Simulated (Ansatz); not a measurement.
NaF (rock salt)

Space group Fm-3m (No. 225); a = b = c = 4.595 Å, α = β = γ = 90.00°

```
atom  site  symmetry       x       y       z
----  ----  --------  ------  ------  ------
F       4a      m-3m  0.0000  0.0000  0.0000
Na      4b      m-3m  0.5000  0.5000  0.5000
```
(The calculation used a cell of 2 atoms; values per cell refer to that cell.)

E(V) scan at fixed shape, V₀ the volume above. Symmetry pins the atoms to their sites.

Level of theory: r2SCAN (plane waves to 500 eV, PAW, scalar-relativistic; Ansatz, a program for electronic structure). k mesh 12×12×12 (Γ-centred), Fermi-Dirac smearing 0.05 eV. E stands for the smeared free energy. NaF was relaxed with its symmetry unable to fall. The zero of ΔE is the relaxed starting cell.

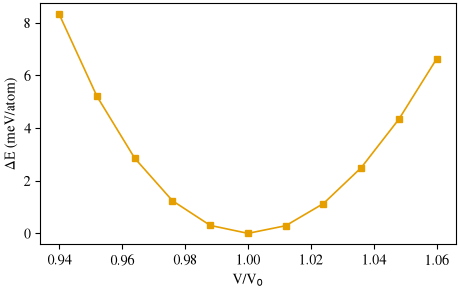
Fig. 1. ΔE (meV/atom) against V/V₀; markers are the computed points, lines only join them.

Task: What is ΔE at V/V₀ = 0.940?

Result: About 8.3 meV/atom.

Task: What is ΔE at V/V₀ = 1.060?

Result: About 6.6 meV/atom.

Task: What bulk modulus B₀ follows from a third-order Birch-Murnaghan fit?

Result: About 54 GPa.

(Under strain, the slope of the energy per volume gives the stress and its curvature an elastic modulus.)
